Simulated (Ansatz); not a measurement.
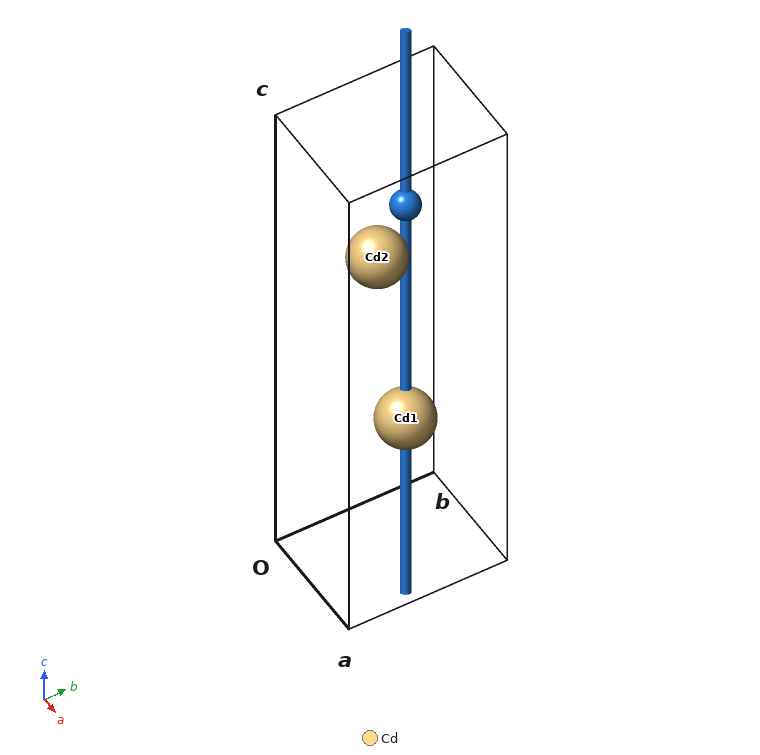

The coloured rod is the axis of a symmetry operation of the crystal, the small sphere its inversion point. Crystal: Cd, the input geometry of an electronic-structure calculation (not necessarily at equilibrium). Geometry calculated from the standardised cell; symmetry tolerance 0.002 Å.

a = 2.882 Å, b = 2.882 Å, c = 5.638 Å, α = 90.00°, β = 90.00°, γ = 120.00°.

```
atom       x       y       z
 Cd1  0.3333  0.6667  0.2500
 Cd2  0.6667  0.3333  0.7500
```

Take the operation x, y, z → −x+y, −x+1, −z+3/2.

**What kind of operation is it, and where does it lie?**

It is a −6 rotoinversion axis with its inversion point at (1/3, 2/3, 3/4), along [0 0 1].

**Onto which atom does it carry each atom (up to whole multiples of a, b and c)?**

Cd1 → Cd1, Cd2 → Cd2.
